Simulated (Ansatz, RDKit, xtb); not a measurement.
# C4H2F6: which of the isomers drawn lies lowest?

A sample of isomers of C4H2F6 is drawn. Aim: find which of them has the lowest free energy at 298.15 K, then its properties. The sample is small against all isomers, and the most stable one of this formula need not be in it.

The funnel: GFN2-xTB relaxations, single points with a density functional, relaxations at r2SCAN-D4/def2-SVP, harmonic vibrations (at GFN2-xTB), and a last energy at a higher level. All values are calculated.

## Step 1: Possible bonding patterns

Isomers were taken from a list of plausible structures; this is a sample, not all of them. That gives 3 candidates.

```
label                 SMILES     spin
 c121  FC(F)(F)/C=C\C(F)(F)F  singlet
 c185  C=C(C(F)(F)F)C(F)(F)F  singlet
 c673  FC(F)(F)/C=C/C(F)(F)F  singlet
```

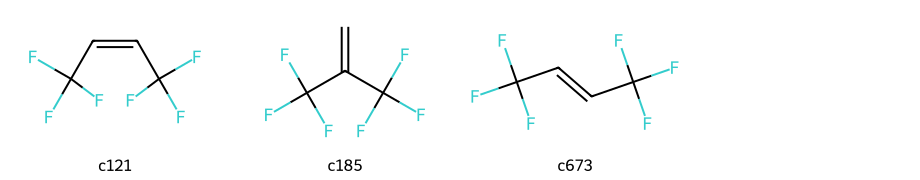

Structural formulas of the candidates.

Candidates are built by distance geometry, with a force field where one applies, in up to four conformers (letters a to d).

Q: Predict the outcome of this search (final energies at CCSD(T)/def2-SVP + MP2/def2-TZVPP - MP2/def2-SVP).

| quantity | value |
| --- | --- |
| lowest structure found | FC(F)(F)/C=C/C(F)(F)F, singlet |
| next finalist | C=C(C(F)(F)F)C(F)(F)F, singlet, 4.5 kcal/mol higher in G |
| share at equilibrium, among the finalists | 99.9 % |

The search ends on `FC(F)(F)/C=C/C(F)(F)F`. The margin of 4.5 kcal/mol over the next finalist is beyond the usual error of the last level; it says nothing of structures that weren't ranked. GFN2-xTB, HF/STO-3G, r2SCAN-D4/def2-SVP, r2SCAN-D4/def2-SVP, relaxed, HF/def2-SVP and MP2/def2-SVP already put its bonding pattern lowest among the structures in one piece. Lowest found is not proven lowest: the search is finite, and each finalist counts with one conformer. Only 3 drawn patterns were tried, so whole families of isomers are missing, and the result ranks this sample alone.
